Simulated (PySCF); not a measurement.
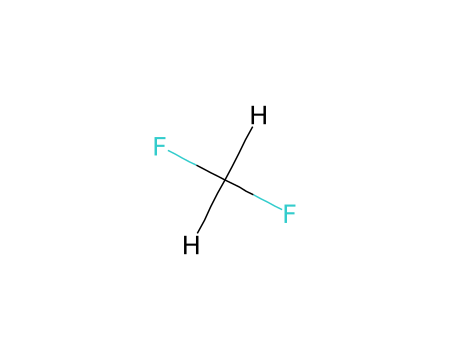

Write the SMILES.

FCF

What is the molecular formula?

CH2F2.

An optimisation with GFN2-xTB gave a structure of which point group?

C2v.

More results for the same structure follow; atom numbers are the same in all pictures, views and colours differ. Computed geometry: GFN2-xTB optimisation. No frequency run is at hand to confirm it as a minimum.

### Shape

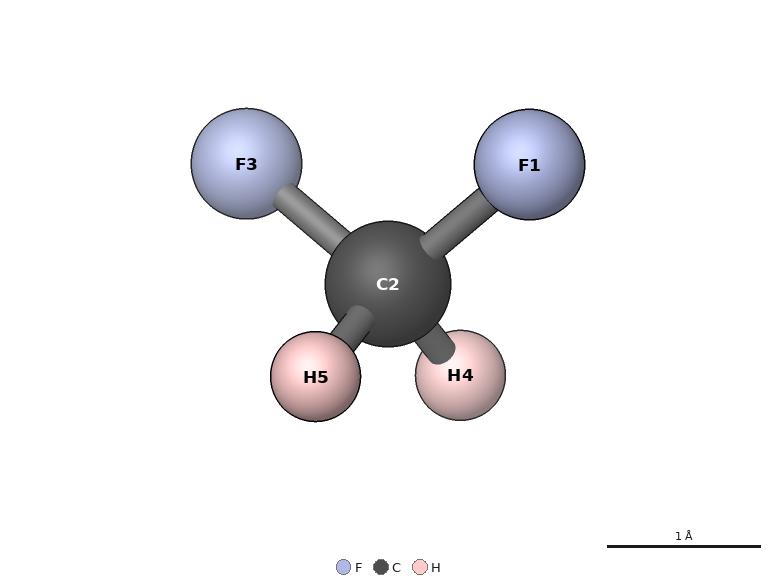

Numbered structure. No frequency run is at hand to confirm it as a minimum.

Estimate the angles F1–C2–F3, F1–C2–H4, H4–C2–H5.

```tsv
angle	degrees
F1–C2–F3	108.2
F1–C2–H4	108.8
H4–C2–H5	113.3
```

### Spin–spin coupling

No frequency run is at hand to confirm it as a minimum. Properties computed with B3LYP/pcJ-1 indirect spin-spin coupling, non-relativistic, gas phase (PySCF 2.14.0). Isotopes: 13C, 19F, 1H.

Give the spin–spin coupling constants of these pairs, with the number of bonds between them: F1/C2, C2/H5, C2/F3, C2/H4, F1/H4, F1/F3, F1/H5, F3/H5, H4/H5.

```json
{"pair": "F1, C2", "bonds apart": "1", "J (Hz)": "−301.8"}
{"pair": "C2, H5", "bonds apart": "1", "J (Hz)": "184.2"}
{"pair": "C2, F3", "bonds apart": "1", "J (Hz)": "−301.8"}
{"pair": "C2, H4", "bonds apart": "1", "J (Hz)": "184.2"}
{"pair": "F1, H4", "bonds apart": "2", "J (Hz)": "55.8"}
{"pair": "F1, F3", "bonds apart": "2", "J (Hz)": "315.0"}
{"pair": "F1, H5", "bonds apart": "2", "J (Hz)": "55.8"}
{"pair": "F3, H5", "bonds apart": "2", "J (Hz)": "55.8"}
{"pair": "H4, H5", "bonds apart": "2", "J (Hz)": "3.5"}
```

Density functionals are unreliable for couplings to fluorine, so those rows may be far off.

### Bond orders

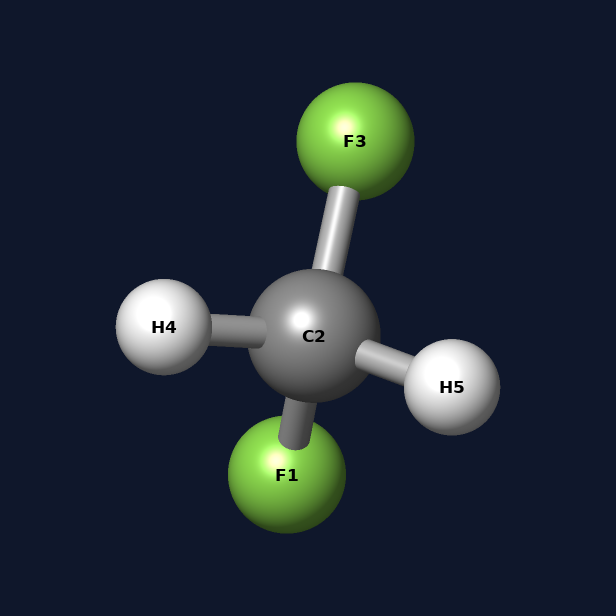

Every bond is drawn as one stick. No frequency run is at hand to confirm it as a minimum. Level of theory: PBE0/pcSseg-1 (PySCF 2.14.0).

List the Mayer bond orders of F1–C2, C2–H4 (one bond of each equivalent set).

```csv
bond,Mayer order,length (Å)
F1–C2,0.97,1.344
C2–H4,0.96,1.099
```

### NMR shielding

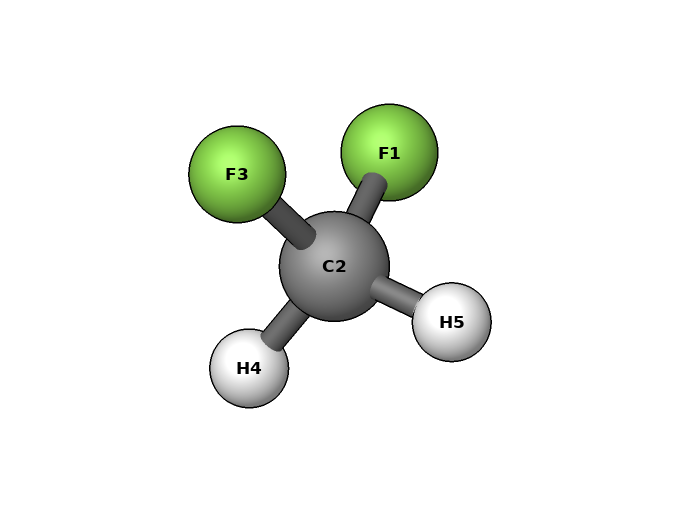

No frequency run is at hand to confirm it as a minimum. Method: GIAO PBE0/pcSseg-1 NMR shielding, non-relativistic, gas phase (PySCF 2.14.0). Principal shieldings σ11 ≤ σ22 ≤ σ33, span Ω = σ33 − σ11, skew κ = 3(σiso − σ22)/Ω.

Give the shielding tensors of the C atoms.

```json
{"atom": "C2", "σ11": "53.7", "σ22": "71.3", "σ33": "94.9", "σiso": "73.3", "Ω": "41.2", "κ": "0.15"}
```

Shieldings and span in ppm.
